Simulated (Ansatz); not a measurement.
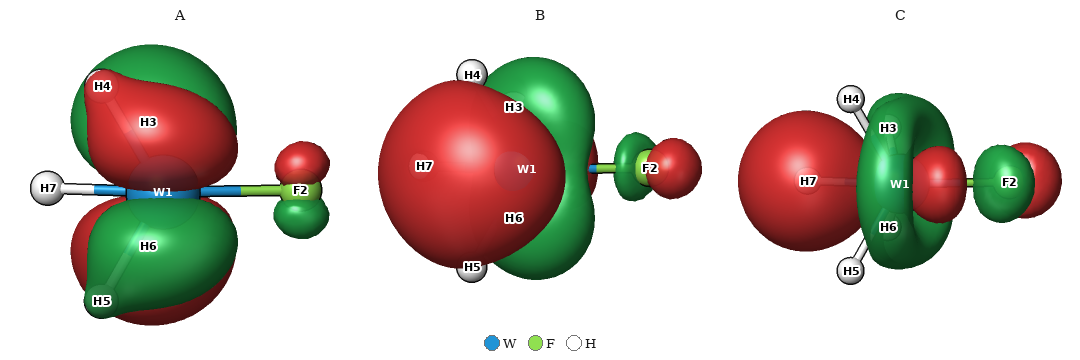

Figure 1: FH$_{5}$W. Three frontier orbitals at ±0.1 Å⁻³ᐟ² (green and red are the two phases), in no order.

Core potentials replace the inner electrons of W.

Theory: RKS B3LYP-D4/def2-mTZVP in Ansatz 0.2.0.

Input

```
crystal:
  periodic: [false, false, false]
  atoms:
    - { symbol: W, position_ang: [0.0, 0.0, 0.0] }
    - { symbol: F, position_ang: [0.0, 0.0, 1.85] }
    - { symbol: H, position_ang: [1.72, 0.0, 0.0] }
    - { symbol: H, position_ang: [0.0, 1.72, 0.0] }
    - { symbol: H, position_ang: [-1.72, 0.0, 0.0] }
    - { symbol: H, position_ang: [0.0, -1.72, 0.0] }
    - { symbol: H, position_ang: [0.0, 0.0, -1.72] }
basis:
  gaussian: { orbitals: def2-mTZVP }
hamiltonian:
  xc: b3lyp
  dispersion: d4
relax:
  f_tol: 0.02
  max_steps: 40
output:
  orbitals: {}
```

Run with:

```sh
ansatz run input.yaml --threads 1 --pin off --max-ram 2048MiB --backend cpu --events-out ev --progress --plain --runs-dir out
```

The fields are those of the run's last geometry, not of the input's.

> Which picture is the HOMO−1, the HOMO and the LUMO?

A is the HOMO−1 (−8.96 eV). It lies mainly on W1 (about 55 %), H3 (about 15 %) and H6 (about 15 %). C is the HOMO (−8.23 eV). By Hirshfeld shares it lies mainly on W1 (about 45 %), H7 (about 30 %) and F2 (about 10 %). B is the LUMO (−3.67 eV). By Hirshfeld shares it lies mainly on W1 (about 80 %).

> What is the HOMO–LUMO gap?

4.56 eV between the orbital energies.
